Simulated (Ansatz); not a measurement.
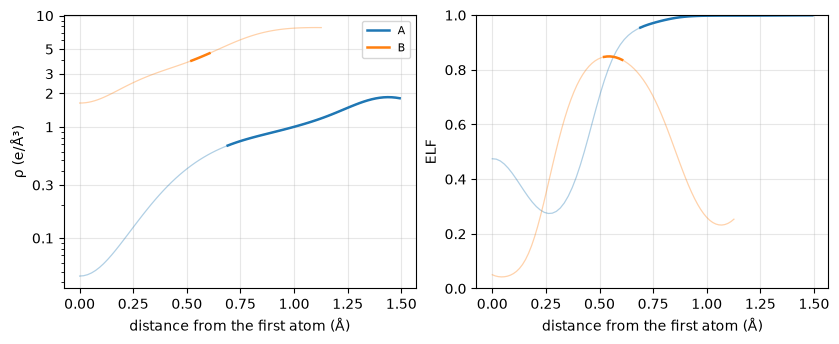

The picture shows: SiH$_{4}$CO (amorphous cell). Valence pseudo-density and ELF along straight lines between neighbouring atoms. Thin, pale parts lie inside the atomic spheres.

All numbers below come from DFT LDA, scalar-relativistic, plane waves, PAW in Ansatz.

In a PAW calculation such maps are meaningful between the atoms, not at the nuclei.

```yaml
crystal:
  lattice:
    - [9.91596, 0.00000, 0.00000]
    - [0.00000, 9.91596, 0.00000]
    - [0.00000, 0.00000, 9.91596]
  atoms:
    - { symbol: O, position: [0.19554, 0.40571, 0.38375] }
    - { symbol: C, position: [0.18509, 0.38676, 0.27200] }
    - { symbol: O, position: [0.89403, 0.42176, 0.09374] }
    - { symbol: C, position: [0.94589, 0.32362, 0.06810] }
    - { symbol: O, position: [0.64318, 0.51909, 0.29143] }
    - { symbol: C, position: [0.71071, 0.55584, 0.37510] }
    - { symbol: O, position: [0.65661, 0.16933, 0.53285] }
    - { symbol: C, position: [0.75600, 0.12618, 0.56736] }
    - { symbol: O, position: [0.31037, 0.93082, 0.96390] }
    - { symbol: C, position: [0.31434, 0.85122, 0.88263] }
    - { symbol: Si, position: [0.22081, 0.53690, 0.89622] }
    - { symbol: H, position: [0.26370, 0.61198, 0.01995] }
    - { symbol: H, position: [0.15435, 0.40768, 0.93787] }
    - { symbol: H, position: [0.12310, 0.62107, 0.81821] }
    - { symbol: H, position: [0.34154, 0.50576, 0.81148] }
    - { symbol: Si, position: [0.98059, 0.06610, 0.28329] }
    - { symbol: H, position: [0.96224, 0.96313, 0.17482] }
    - { symbol: H, position: [0.86296, 0.16075, 0.28204] }
    - { symbol: H, position: [0.98784, 0.99853, 0.41802] }
    - { symbol: H, position: [0.10696, 0.14438, 0.25843] }
    - { symbol: Si, position: [0.83831, 0.84094, 0.65330] }
    - { symbol: H, position: [0.73518, 0.90017, 0.74602] }
    - { symbol: H, position: [0.86121, 0.69655, 0.69055] }
    - { symbol: H, position: [0.78802, 0.84810, 0.51140] }
    - { symbol: H, position: [0.96742, 0.91766, 0.66519] }
    - { symbol: Si, position: [0.59841, 0.20088, 0.00799] }
    - { symbol: H, position: [0.59669, 0.32587, 0.09204] }
    - { symbol: H, position: [0.51147, 0.09552, 0.07115] }
    - { symbol: H, position: [0.54658, 0.23209, 0.86991] }
    - { symbol: H, position: [0.74052, 0.15084, 0.99871] }
    - { symbol: Si, position: [0.15269, 0.15220, 0.71394] }
    - { symbol: H, position: [0.19061, 0.00804, 0.69088] }
    - { symbol: H, position: [0.04055, 0.15949, 0.81438] }
    - { symbol: H, position: [0.27281, 0.22677, 0.76686] }
    - { symbol: H, position: [0.10880, 0.21328, 0.58319] }
```

Q: Which curve belongs to which contact (C–O and Si–H)? The first atom named is at distance zero.

A: Curve A: Si–H (1.49 Å): ρ is about 0.74 e/Å³ halfway; the ELF is about 1 at the midpoint; a covalent bond by its length. Curve B: C–O (1.13 Å): ρ at the midpoint is about 4.2 e/Å³; the ELF peaks at about 0.85 between the atoms (inside overlapping PAW spheres, so only a guide): a multiple bond.
